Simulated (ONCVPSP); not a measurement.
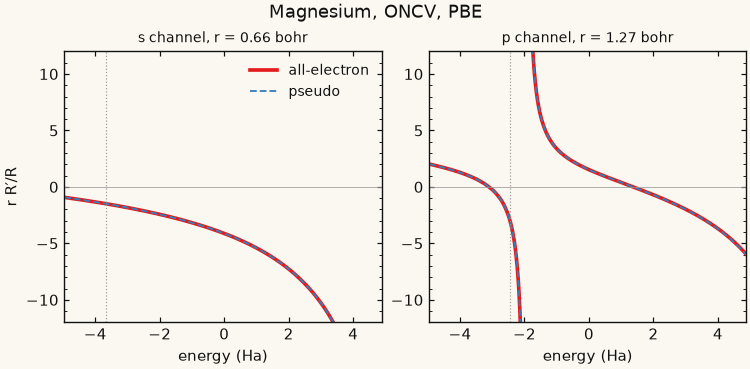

Logarithmic derivatives r R′/R at the test radius against energy, all-electron atom (solid) and pseudo-atom (dashed). Here R(r) is the radial function. The dotted line marks the reference energy of the channel. Not drawn: d: not judged; f: not judged.

- Ghost states: the plot shows none: pseudo and all-electron curves have the same branches in all channels drawn. The separate test gives: no bound ghost flagged; no localised positive-energy state flagged.
- Poles, where the radial function vanishes at the test radius: s: all-electron at no energy in the range, pseudo at no energy in the range; p: all-electron at -2.0 Ha, pseudo at -2.0 Ha.

Pseudopotential generation for Mg

System: magnesium (Mg, Z = 12), core [He], reference valence 2s2 2p6 (an ion of charge +2), valence charge 10.
Method: ONCV potential, PBE, scalar-relativistic, made with ONCVPSP 4.0.1.

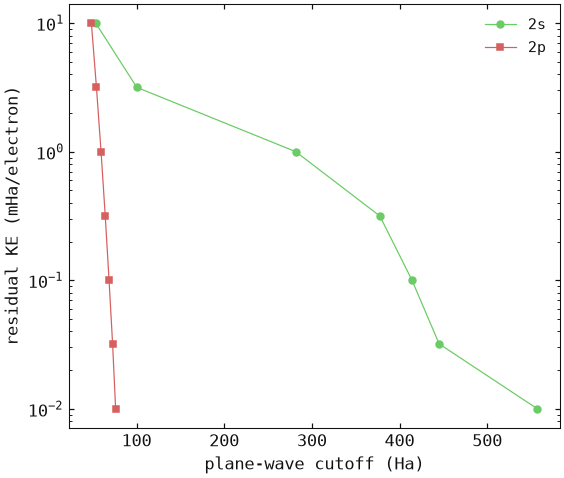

Residual kinetic energy of the pseudo-waves (the first of each channel, and further valence shells) beyond the plane-wave cutoff, as the generator prints it.

- Cutoffs for 1 mHa per electron: 2s: 282 Ha; 2p: 60 Ha.
- Hardest wave at 1 mHa per electron: 2s, with rc = 0.65 bohr and qcut = 10.8 1/bohr. The optimisation minimises, but can't always remove, the kinetic energy above qcut²/2 = 58.3 Ha, and a larger rc would as a rule soften the wave at some cost in transferability.
- Cutoffs for the occupied states: 282 Ha for 1 mHa and 414 Ha for 0.1 mHa per electron. The first is set by 2s.

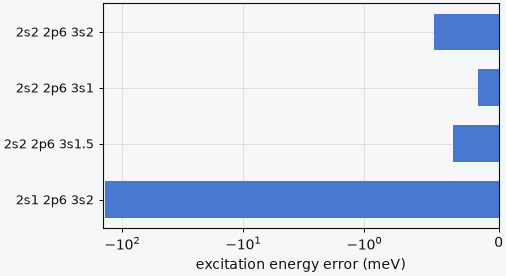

Errors, all-electron minus pseudo, of the energies of valence configurations relative to the unpolarised reference 2s2 2p6.

- Worst configuration: 2s1 2p6 3s2 (charge +1): the error is -139 meV on an all-electron energy of +68.49 eV relative to the reference, or 0.2 %.
- Errors in meV: 2s2 2p6 3s2: -0.5; 2s2 2p6 3s1: -0.2; 2s2 2p6 3s1.5: -0.3; 2s1 2p6 3s2: -139.
- Configurations within 10 meV and within 50 meV: 3 and 3 of 4.

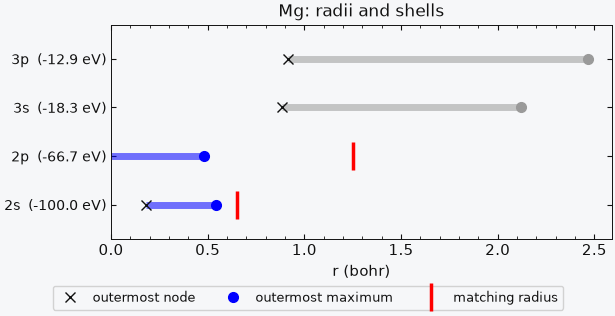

Outer shells of the all-electron reference atom: each bar runs from the outermost node (or the nucleus) to the outermost maximum of u(r); the tick is the radius chosen for the pseudo-wave. Shells without a tick have no pseudo-wave of their own. Levels, nodes and maxima are from ld1.x, scalar-relativistic.

- Radii against the shells: 2s: 0.65 bohr, outside the maximum; 2p: 1.25 bohr, outside the maximum.

Input and output of the run follow.

### Input
```
# ATOM AND REFERENCE CONFIGURATION
# atsym  z   nc   nv     iexc    psfile
  Mg 12.00    1    2        4      upf
#
#   n    l    f
    1    0    2.00
    2    0    2.00
    2    1    6.00
#
# PSEUDOPOTENTIAL AND OPTIMIZATION
# lmax
    1
#
#   l,   rc,      ep,       ncon, nbas, qcut
    0    0.65    0.00    4    8   10.80
    1    1.25    0.00    4    7   13.50
#
# LOCAL POTENTIAL
# lloc, lpopt,  rc(5),   dvloc0
    4    5    0.45    0.00
#
# VANDERBILT-KLEINMAN-BYLANDER PROJECTORs
# l, nproj, debl
    0    2    3.40
    1    2    2.00
#
# MODEL CORE CHARGE
# icmod, fcfact, rcfact
    1    0.30    0.00
#
# LOG DERIVATIVE ANALYSIS
# epsh1, epsh2, depsh
   -5.00    5.00    0.04
#
# OUTPUT GRID
# rlmax, drl
    6.00    0.01
#
# TEST CONFIGURATIONS
# ncnf
    4
# nvcnf
#   n    l    f
    3
    2    0    2.00
    2    1    6.00
    3    0    2.00
#
    3
    2    0    2.00
    2    1    6.00
    3    0    1.00
#
    3
    2    0    2.00
    2    1    6.00
    3    0    1.50
#
    3
    2    0    1.00
    2    1    6.00
    3    0    2.00
#
```

Run as:
```bash
oncvpsp.x < Mg.dat > Mg.out
```

### The program's output (extracts)
```
ONCVPSP  (Optimized Norm-Conservinng Vanderbilt PSeudopotential)
scalar-relativistic version 4.0.1

#   n    l    f        energy (Ha)
    1    0    2.00    -4.7046863E+01
    2    0    2.00    -3.6737686E+00
    2    1    6.00    -2.4513764E+00

Reference configufation results
  iterations    21
  all-electron total energy (Ha)   -1.99435128D+02

Begin loop to  construct optimized pseudo wave functions
and semi-local pseudopoentials for all angular momenta

WARNING wellstate: negative energy specified for n= 3 l=  0
WARNING scattering state with energy  0.25000000
WARNING will be used for the first projector

   Wellstate for l =  0  n =  4
     eigenvalue =   0.2500
     asymptotic potential =   0.7500
     half-point radius =  3.5309

Calculating optimized projector #   1

 for l=   0

    Fraction of norm inside rc  0.504061
    Optimizing pswf for qcut=  10.83 a_B^-1,  ecut=  58.60 Ha
    Residual kinetic energy error=  6.46D-03 Ha

    Energy error per electron        Cutoff
         Ha          eV             Ha
         0.01000     0.27211       53.42
         0.00100     0.02721      281.58
         0.00010     0.00272      414.22
         0.00001     0.00027      557.25

Calculating optimized projector #   2

 for l=   0

    Fraction of norm inside rc  0.019332
    Optimizing pswf for qcut=  10.83 a_B^-1,  ecut=  58.60 Ha
    Residual kinetic energy error=  5.13D-04 Ha

    Energy error per electron        Cutoff
         Ha          eV             Ha
         0.01000     0.27211       12.00
         0.00100     0.02721       51.98
         0.00010     0.00272      111.75
         0.00001     0.00027      339.55

WARNING wellstate: negative energy specified for n= 3 l=  1
WARNING scattering state with energy  0.25000000
WARNING will be used for the first projector

   Wellstate for l =  1  n =  4
     eigenvalue =   0.2500
     asymptotic potential =   0.7500
     half-point radius =  4.3537

Calculating optimized projector #   1

 for l=   1

    Fraction of norm inside rc  0.925608
    Optimizing pswf for qcut=  13.52 a_B^-1,  ecut=  91.34 Ha
    Residual kinetic energy error=  1.83D-08 Ha

    Energy error per electron        Cutoff
         Ha          eV             Ha
         0.01000     0.27211       48.48
         0.00100     0.02721       59.53
         0.00010     0.00272       68.65
         0.00001     0.00027       76.15

Calculating optimized projector #   2

 for l=   1

    Fraction of norm inside rc  0.038447
    Optimizing pswf for qcut=  13.52 a_B^-1,  ecut=  91.34 Ha
    Residual kinetic energy error=  2.48D-08 Ha

    Energy error per electron        Cutoff
         Ha          eV             Ha
         0.01000     0.27211       37.75
         0.00100     0.02721       52.38
         0.00010     0.00272       64.32
         0.00001     0.00027       73.94

Construct Vanderbilt / Kleinmman-Bylander projectors

B matrix Hermiticity error, ll=   0
   1   2   -2.6263E-04

  Orthonormal projector coefficients  3.8044E+01  1.1525E+01

B matrix Hermiticity error, ll=   1
   1   2   -1.4225E-04

  Orthonormal projector coefficients -5.4683E+00 -3.7762E+00

Model core correction analysis
  based on d2Exc/dn_idn_j

d2excae - all-electron derivatives

   -6.933615D-02   -6.187370D-02
   -6.180136D-02   -6.453065D-02

d2excps - pseudofunction derivatives with no core correction

   -6.749931D-02   -6.415057D-02
   -6.407810D-02   -6.387400D-02

rms 2nd derivative error    1.882341E-03

Polynomial model core charge

d2excps - pseudofunction derivatives with core correction

   -6.384197D-02   -6.356216D-02
   -6.348845D-02   -6.390948D-02

rms 2nd derivative error    3.011188E-03

Pseudoatom total energy  -60.997962

Diagnostic tests using Vanderbilt-Kleinman-Bylander pseudopotentials
  1 or more projectors used as specified by nproj input data

   l    rcore       rmatch      e in        delta e   norm test  slope test

   0   0.6500244   0.6697605  -3.6737686  -0.0000971   1.0001364   1.0002214
   0   0.6500244   0.6697605   0.2500000   0.0000229   1.0003952   1.0003952

   1   1.2551844   1.2932945  -2.4513764  -0.0000037   1.0001073   1.0001150
   1   1.2551844   1.2932945   0.2500000   0.0000246   1.0001531   1.0001531

 Testing for bound ghosts
   n   l    E NL Schr. Eq   E Basis Diag.   E Cutoff

   1   0       -3.673866       -3.647103    618.15

   2   1       -2.451380       -2.451319    141.70

 Testing for highly-localized positive-energy ghosts
       l    <radius>/rc     E Basis Diag.   E Cutoff

Test configuration 0

   n   l     f        eae           eps        diff
   1   0  2.0000  -47.04686345
   2   0  2.0000   -3.67376858   -3.67386566   -9.71D-05
   2   1  6.0000   -2.45137639   -2.45138012   -3.73D-06

    Total energies and differences
      AE_ref= -1.99435128D+02  AE_tst= -1.99435128D+02  dif=  0.00D+00
      PS_ref= -6.09979618D+01  PS_tst= -6.09979618D+01  dif= -2.13D-14
      PSP excitation error=  2.13D-14

Test configuration 1

   n   l     f        eae           eps        diff
   1   0  2.0000  -46.29130288
   2   0  2.0000   -2.93426666   -2.93356236    7.04D-04
   2   1  6.0000   -1.71302518   -1.71280833    2.17D-04
   3   0  2.0000   -0.17292380   -0.17291137    1.24D-05

    Total energies and differences
      AE_ref= -1.99435128D+02  AE_tst= -2.00279817D+02  dif= -8.45D-01
      PS_ref= -6.09979618D+01  PS_tst= -6.18426327D+01  dif= -8.45D-01
      PSP excitation error= -1.77D-05

Test configuration 2

   n   l     f        eae           eps        diff
   1   0  2.0000  -46.63013699
   2   0  2.0000   -3.26756754   -3.26711159    4.56D-04
   2   1  6.0000   -2.04605563   -2.04585466    2.01D-04
   3   0  1.0000   -0.41813532   -0.41811294    2.24D-05

    Total energies and differences
      AE_ref= -1.99435128D+02  AE_tst= -1.99987287D+02  dif= -5.52D-01
      PS_ref= -6.09979618D+01  PS_tst= -6.15501149D+01  dif= -5.52D-01
      PSP excitation error= -5.76D-06

Test configuration 3

   n   l     f        eae           eps        diff
   1   0  2.0000  -46.45005748
   2   0  2.0000   -3.09087706   -3.09026580    6.11D-04
   2   1  6.0000   -1.86953323   -1.86931683    2.16D-04
   3   0  1.5000   -0.29104377   -0.29102449    1.93D-05

    Total energies and differences
      AE_ref= -1.99435128D+02  AE_tst= -2.00164272D+02  dif= -7.29D-01
      PS_ref= -6.09979618D+01  PS_tst= -6.17270934D+01  dif= -7.29D-01
      PSP excitation error= -1.26D-05

Test configuration 4

   n   l     f        eae           eps        diff
   1   0  2.0000  -47.39399003
   2   0  1.0000   -3.80958376   -3.82085335   -1.13D-02
   2   1  6.0000   -2.59629106   -2.59519619    1.09D-03
   3   0  2.0000   -0.52179114   -0.52224456   -4.53D-04

    Total energies and differences
      AE_ref= -1.99435128D+02  AE_tst= -1.96918349D+02  dif=  2.52D+00
      PS_ref= -6.09979618D+01  PS_tst= -5.84760779D+01  dif=  2.52D+00
      PSP excitation error= -5.10D-03
```

### Summary

- outcome: generated
- cutoffs needed: 282 Ha and 414 Ha (the cutoffs at which the residual kinetic energy of the hardest occupied pseudo-wave falls to 1 and 0.1 mHa per electron)
- ghost test: no bound ghost flagged; no localised positive-energy state flagged
- largest excitation error: -139 meV (all-electron minus pseudo) for 2s1 2p6 3s2, out of 4 test configurations
- rms error of d²Exc/dni dnj: 1.88 mHa without and 3.01 mHa with the model core
- range over which the phases arctan(r R′/R) at the test radius agree within 0.05 rad (a looser test near the poles than one of phase shifts): s: over the whole range computed; p: over the whole range computed; d: not judged, local potential alone; f: not judged, local potential alone
- hardware: 1 CPU thread, shared host
- wall time: 2.2 s

### Notes

Warnings of the program, in the generation or the tests: wellstate: negative energy specified for n= 3 l= 0; wellstate: negative energy specified for n= 3 l= 1.
